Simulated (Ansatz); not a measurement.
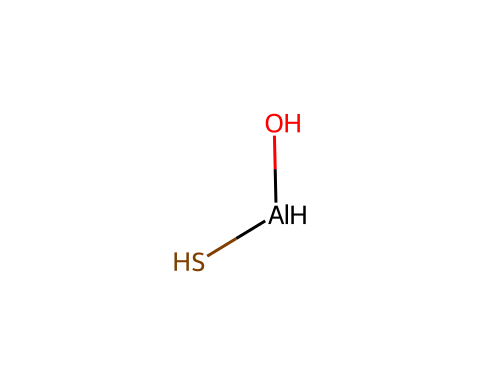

Write the SMILES.

[OH][AlH][SH]

What is the molecular formula?

AlH3OS.

An optimisation with PBE0-D4/def2-TZVP gave a structure of which point group?

Cs.

More results for the same structure follow; atom numbers are the same in all pictures, views and colours differ. Computed geometry: PBE0-D4/def2-TZVP optimisation.

## Geometry

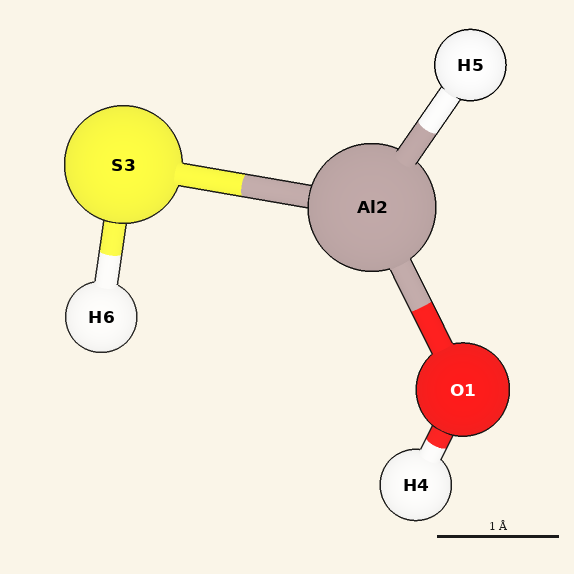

Numbered structure.

What are the angles Al2–O1–H4, O1–Al2–S3, O1–Al2–H5, S3–Al2–H5, Al2–S3–H6?

```
    angle  degrees
Al2–O1–H4    126.2
O1–Al2–S3    122.3
O1–Al2–H5    118.4
S3–Al2–H5    119.3
Al2–S3–H6     94.2
```

## Levels of theory compared

Program: Ansatz 0.2.0.

Tabulate vertical IP (eV) at these levels: B2PLYP (frozen core)/def2-TZVPP; B3LYP-D4/def2-TZVPP; CCSD(T)/CBS (MP2 limit from def2-TZVPP and def2-QZVPP plus CCSD(T) − MP2); PBE-D4/def2-TZVPP; PBE0-D4/def2-TZVPP; r2SCAN-D4/def2-TZVPP; ωB97M-V/def2-TZVPP; ωB97X-V/def2-TZVPP.

```tsv
level	vertical IP (eV)
B2PLYP (frozen core)/def2-TZVPP	10.16
B3LYP-D4/def2-TZVPP	10.18
CCSD(T)/CBS (MP2 limit from def2-TZVPP and def2-QZVPP plus CCSD(T) − MP2)	10.36
PBE-D4/def2-TZVPP	9.96
PBE0-D4/def2-TZVPP	10.16
r2SCAN-D4/def2-TZVPP	10.07
ωB97M-V/def2-TZVPP	10.24
ωB97X-V/def2-TZVPP	10.25
```

## Charges

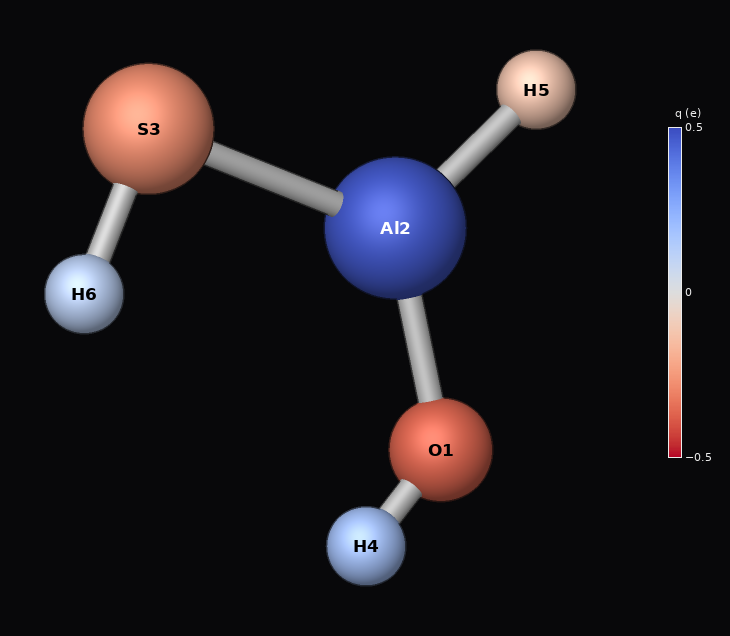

Atoms are coloured by their Mulliken charges. Method: RKS PBE-D4/def2-TZVPP (Ansatz 0.2.0).

Give the Mulliken charges atom by atom.

```csv
atom,value (e)
O1,−0.36
Al2,0.47
S3,−0.27
H4,0.17
H5,−0.11
H6,0.11
```

## Vibrations

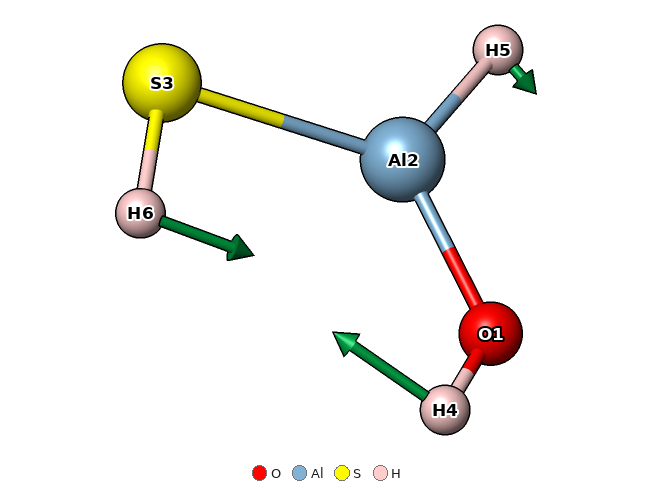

The arrows show one normal mode. Harmonic vibrations computed with RKS PBE0-D4/def2-TZVP (Ansatz 0.2.0) at a stationary point of the same level.

Describe the motion.

Mostly angle bending.

At what wavenumber does it lie?

637 cm⁻¹; it is mode 7 of 12 counted from the lowest.

## Dipole moment

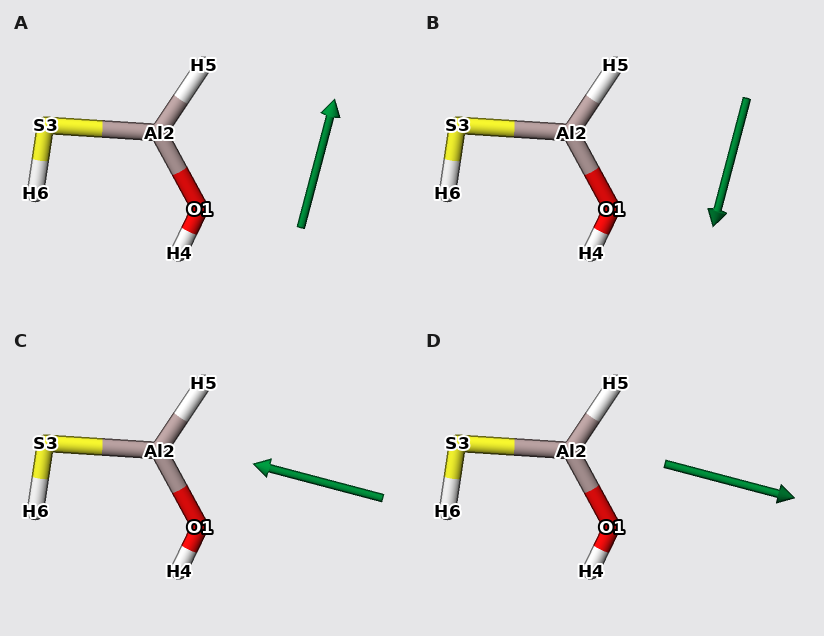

The same molecule four times, each with an arrow. Method: RKS ωB97M-V/def2-TZVPP (Ansatz 0.2.0).

Which arrow points along the dipole moment, from the negative to the positive end?

B. The dipole moment is 1.61 D; it points from the side of H5 to the side of H4 (the outermost atoms at the two ends).

Mulliken values depend strongly on the basis set and can even reverse the polarity of a bond.
